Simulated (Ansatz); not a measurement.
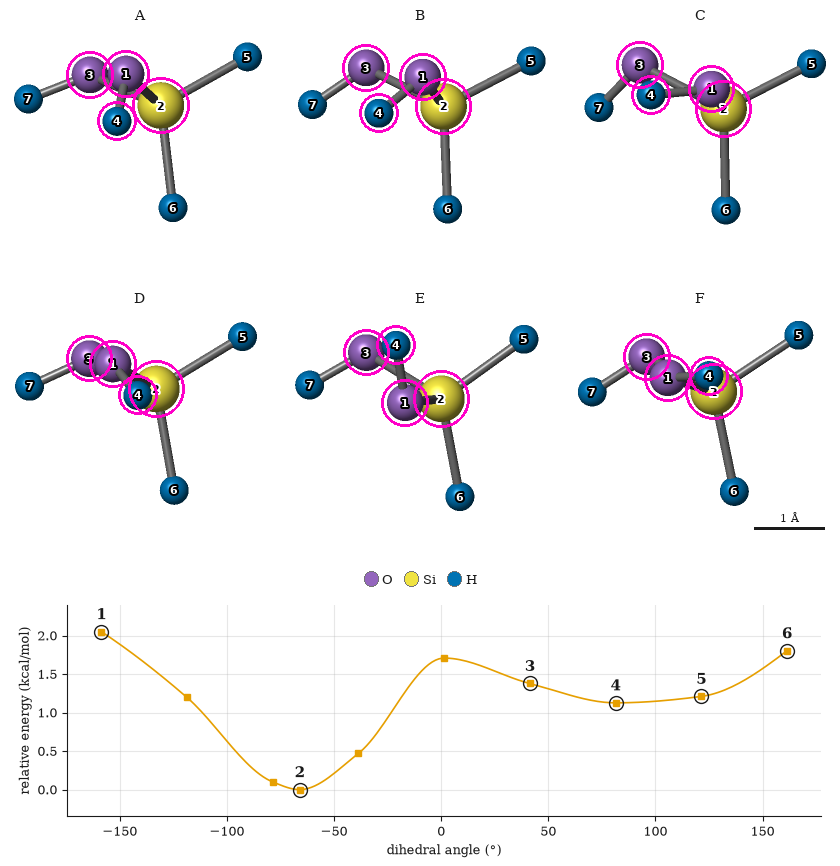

A scan of SiH$_{4}$O$_{2}$: the H4–O1–Si2–O3 dihedral angle is varied, with all other coordinates relaxed. The frames are shuffled; the numbered points of the plot belong to them. Style: ball-and-stick. Shown almost along the central bond, with a slight tilt. The ringed atoms are those of the scanned coordinate.

Single-point energies from Ansatz with B3LYP-D4 in the def2-TZVPP basis, on geometries relaxed under the constraint at PBE0-D4/def2-TZVP. Energies are counted from the PBE0-D4/def2-TZVP minimum geometry at the same level.

### Which frame belongs to which numbered point?

Point 1 is frame F (the dihedral −158.6°, 2.05 kcal/mol); 2 is frame E (the dihedral −66.0°, 0.00 kcal/mol); 3 is frame C (the dihedral 41.4°, 1.38 kcal/mol); 4 is frame B (the dihedral 81.4°, 1.13 kcal/mol); 5 is frame A (the dihedral 121.4°, 1.21 kcal/mol); 6 is frame D (the dihedral 161.4°, 1.80 kcal/mol). Of the computed points the lowest is at the dihedral −66.0°, 0.00 kcal/mol. Further local minima among the points: 81.4° (1.13 kcal/mol). A local maximum lies at 1.4° (1.71 kcal/mol). The highest point, at −158.6°, lies 2.05 kcal/mol above the lowest and gives the barrier to rotation to within the spacing of the points.
